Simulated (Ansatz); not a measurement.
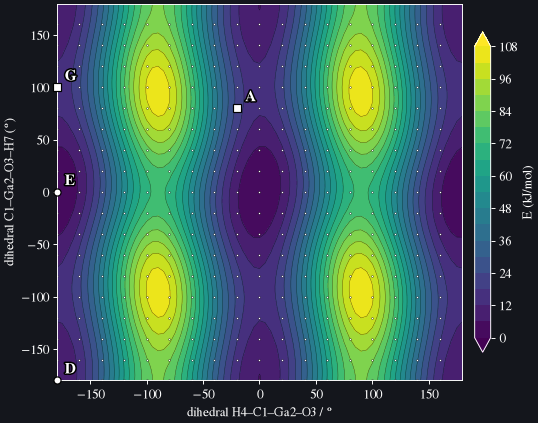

CH4GaO, SMILES [CH2-][GaH][OH], charge −1. Coordinates scanned: (1) dihedral H4–C1–Ga2–O3; (2) dihedral C1–Ga2–O3–H7. Nothing is relaxed (all other coordinates rigid). The grid has 18 × 18 points; 164 points were computed and 160 follow by symmetry. Points are written as (first, second). Energies: kJ/mol, counted from the lowest grid point. These are results of RHF/def2-SVPD (Ansatz 0.2.0), not measurements.

Drawn: filled contours, dots at the grid points, one colour for all values above the top of the scale, lettered points. Between grid points the surface is interpolated.

**Is A the lowest point of the computed grid?**

No. A lies 22 kJ/mol above the lowest grid point, which is at (0°, 0°).

**What kind of point is each of A, D, E, G: minimum, saddle, maximum or slope?**

A: on a slope; D: minimum; E: minimum; G: saddle point. (In these two coordinates alone; a stationary point may lie a little off the grid point.)

**Rank the lettered points by energy, lowest first.**

E (0.15 kJ/mol), D (6 kJ/mol), G (14 kJ/mol), A (22 kJ/mol).
